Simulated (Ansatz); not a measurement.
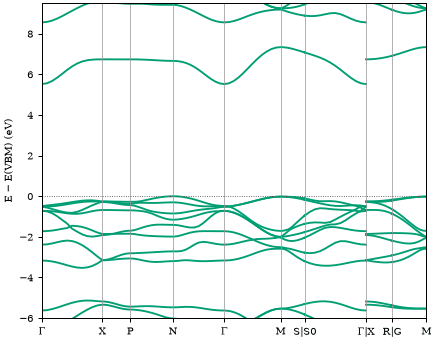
*Band structure from r²SCAN (plane waves, PAW; program Ansatz)*

Problem. Read off the gap and where the band edges lie.

Solution. About 5.5 eV (5.52 eV by a search for the band edges); maximum at N, minimum at Γ.

The material is BAsO4 in space group I-4 (No. 82; B on 2d, As on 2a, O on 8g).

The workflow started from a Materials Project entry (that database holds measured and hypothetical structures alike); the Crystallography Open Database files this formula in space group No. 82, but the cells were not matched. Whether it is the stable phase at ambient conditions was not checked. Symmetry was held in the r²SCAN relaxation; whether a distortion lowers the energy is not shown. Spin–orbit coupling is left out wherever it is not named.

Potentials: the later of the program's two PAW sets.
